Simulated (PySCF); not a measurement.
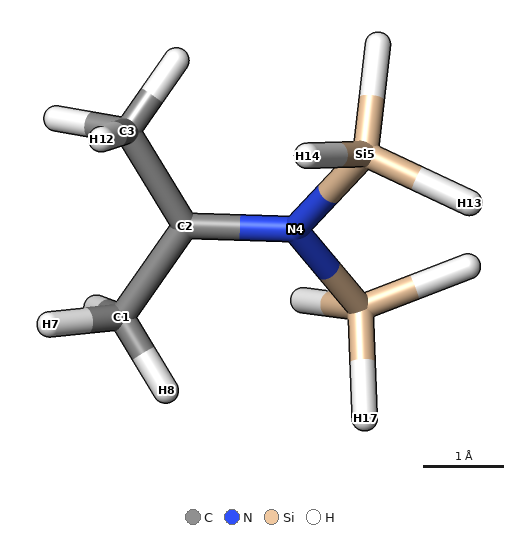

The structure (stick view, seen at a tilt; atoms are numbered from 1 in the order of the input).

# EPR calculation, with input and output: C3H12NSi2

System: C3H12NSi2, multiplicity 2, SMILES C[C](C)N([SiH3])[SiH3].
Method: UKS B3LYP, pcH-1 on C H N Si, non-relativistic, mean-field spin-orbit, GIAO (PySCF 2.14.0).

It belongs to a series of runs on one base structure; here: X = H replaced by N(SiH3)2.

Input:
```
{"job": {"kind": "epr", "basis": "pcH-1"}, "charge": 0, "multiplicity": 2}
C      1.467550    -1.170107    -0.629526
C      0.740565    -0.001424    -0.062307
C      1.549106     1.168047     0.378006
N     -0.641115     0.000548     0.047924
Si    -1.512638     1.518850     0.002256
Si    -1.492578    -1.516519     0.246356
H      2.328039    -0.826313    -1.207055
H      0.823936    -1.755694    -1.282058
H      1.850165    -1.841452     0.149762
H      2.487788     0.825969     0.818407
H      1.014413     1.760985     1.116555
H      1.808069     1.831499    -0.456794
H     -2.882347     1.218891    -0.402230
H     -0.852034     2.389118    -0.968084
H     -1.520597     2.145748     1.333681
H     -2.788957    -1.205928     0.839731
H     -1.694842    -2.165148    -1.058649
H     -0.693281    -2.370753     1.122370
```

The first line tells a small driver script what to run in PySCF; the rest is the geometry in Å.

Launched with:
```bash
OMP_NUM_THREADS=1 python <driver script> task.json out
```

Log:
```
UKS, coarse grid
  cycle   1  E = -755.23231427  |g| = 3.76e-01
  cycle   2  E = -755.17971865  |g| = 4.94e-01
  cycle   3  E = -755.29060949  |g| = 8.84e-02
  cycle   4  E = -755.29349400  |g| = 3.39e-02
  cycle   5  E = -755.29401947  |g| = 8.03e-03
  cycle   6  E = -755.29404545  |g| = 3.13e-03
  cycle   7  E = -755.29405127  |g| = 1.13e-03
  cycle   8  E = -755.29405138  |g| = 1.94e-04
UKS, final grid
  cycle   1  E = -755.29401715  |g| = 1.63e-04
  cycle   2  E = -755.29401715  |g| = 1.48e-04
  cycle   3  E = -755.29401716  |g| = 3.60e-05
  cycle   4  E = -755.29401716  |g| = 1.84e-05
E = -755.29401716 Eh   <S^2> = 0.7537 (exact 0.7500)
g shifts (ppm)      1          2          3
  rmc          -157       -157       -157
  gc             -6         34         28
  oz_so         307        597        835
  total         144        474        707
hyperfine (MHz)  atom isotope    a_iso     a_fc   dipolar eigenvalues
    0   13C     -32.45     -32.46     -1.58     -0.63      2.21
    1   13C      85.27      85.37    -78.10    -76.86    154.96
    2   13C     -32.59     -32.59     -1.57     -0.64      2.20
    3   14N      -2.00      -1.98     -5.96     -5.41     11.37
    4  29Si     -15.39     -15.42     -5.00      2.27      2.73
    5  29Si     -16.41     -16.44     -5.09      2.30      2.79
    6    1H      54.01      54.01     -4.28     -4.08      8.36
    7    1H      18.78      18.78     -4.41     -3.62      8.03
    8    1H     115.52     115.52     -4.44     -4.00      8.44
    9    1H      55.12      55.12     -4.27     -4.09      8.37
   10    1H      17.94      17.94     -4.42     -3.62      8.04
   11    1H     115.54     115.54     -4.44     -3.99      8.43
   12    1H       9.72       9.72     -1.82     -1.54      3.36
   13    1H       2.72       2.71     -2.91     -1.86      4.76
   14    1H      12.11      12.11     -1.70     -1.56      3.26
   15    1H       9.49       9.49     -1.83     -1.54      3.37
   16    1H      11.94      11.94     -1.71     -1.57      3.28
   17    1H       2.98       2.98     -2.92     -1.87      4.79
```

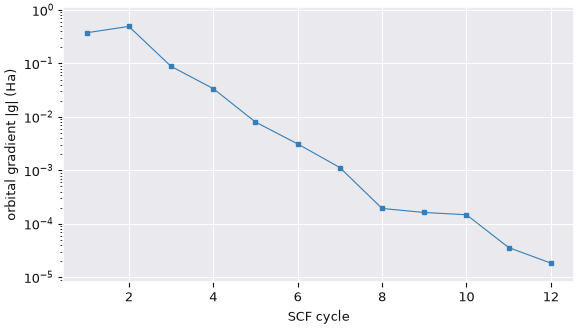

Convergence of the self-consistent field: orbital gradient |g| against the SCF cycle. All cycles printed in the log are drawn one after another.

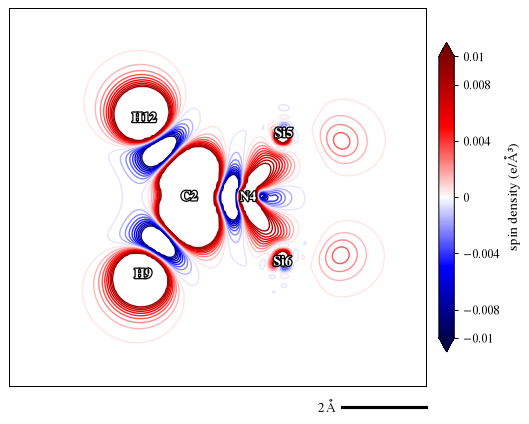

Spin density on the plane of atoms C2, N4 and Si6. The unpaired spin (1 electron) lies mostly on C2 (about 0.6) and N4 (about 0.1), in electrons by Hirshfeld's partition.

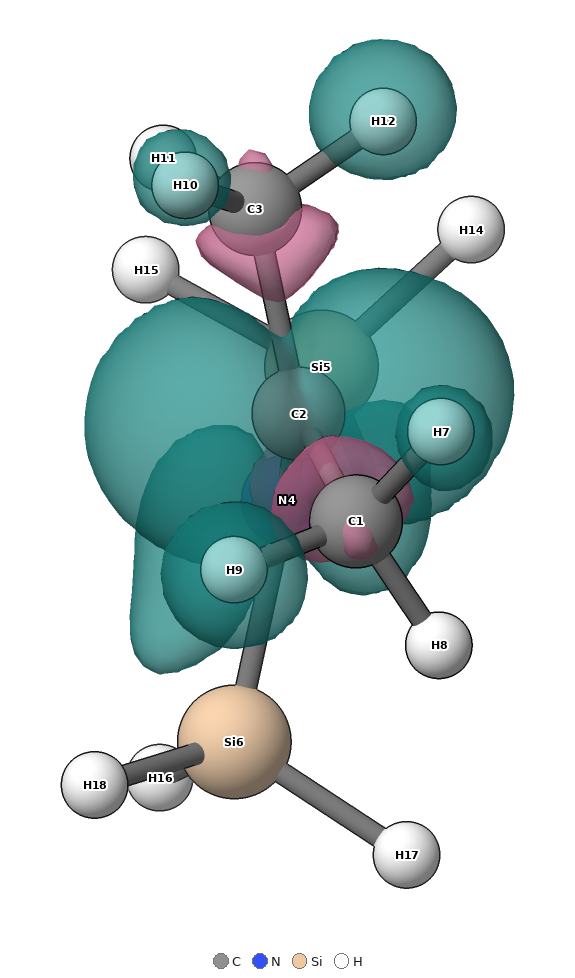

Isosurfaces of the spin density at +0.02 (teal) and −0.02 e/Å³ (pink), seen at an oblique angle. The unpaired spin (1 electron) lies mostly on C2 (about 0.6) and N4 (about 0.1), in electrons by Hirshfeld's partition.

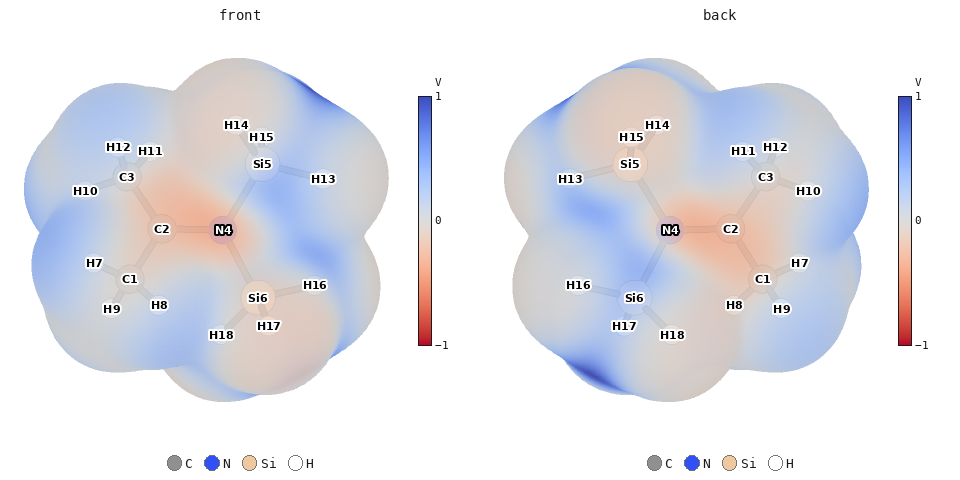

The molecular electrostatic potential painted on the density surface at 0.001 e/bohr³, seen face on and from behind; red is negative and blue positive.

Key numbers:

| quantity | value |
| --- | --- |
| outcome | converged |
| total energy | −755.294017 hartree |
| ⟨S²⟩ | 0.754 |
| isotropic g | 2.0028 |
| hardware | 1 CPU thread, shared host |
| wall time | 96 s |
| peak memory | 0.96 GiB |
